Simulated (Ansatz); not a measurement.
# Redistribution: CH6O3Si + Si(CH3)(OH)2(SiH3) → CH8O2Si2 + Si(CH3)(OH)3

Species: CH6O3Si `CO[SiH](O)O`, singlet; Si(CH3)(OH)2(SiH3), singlet; CH8O2Si2 `CO[SiH](O)[SiH3]`, singlet; Si(CH3)(OH)3, singlet. The partners trade OH for SiH3; both sit on Si, so the bond types are kept.

Shapes, held fixed at every level: PBE0-D4/def2-TZVP. Flexible molecules stand in one conformer, not always the lowest. Programs: Ansatz 0.2.0. Electronic energies: no zero-point or thermal term.

```csv
level,kind,ΔE (kJ/mol),less CCSD(T)/CBS estimate
PBE-D4/def2-TZVPP,GGA,-8.3,-1.1
r2SCAN-D4/def2-TZVPP,meta-GGA,-8.1,-0.9
B3LYP-D4/def2-TZVPP,global hybrid,-8.0,-0.8
wB97M-V/def2-TZVPP,range-separated hybrid,-8.2,-1.0
wB97X-V/def2-TZVPP,range-separated hybrid,-8.3,-1.1
MP2/def2-TZVPP,perturbation theory,-7.3,-0.1
CCSD/def2-TZVPP,coupled cluster or CI,-7.9,-0.7
CCSD(T)/CBS estimate,coupled cluster or CI,-7.2,0.0
```

The highest level, CCSD(T)/CBS estimate, gives ΔE = -7.2 kJ/mol; the levels span -8.3 to -7.2. The column of differences is taken from that level and isn't an error. No measured value is set beside it here. The CBS estimate extrapolates MP2 from def2-TZVPP and def2-QZVPP and adds CCSD(T) − MP2 in the triple-zeta set, cores frozen.

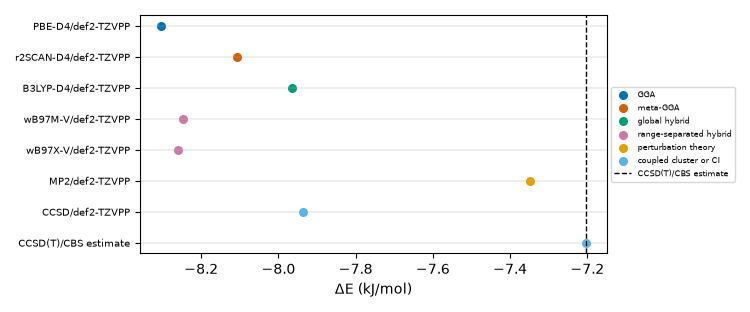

The values of the table, level by level.
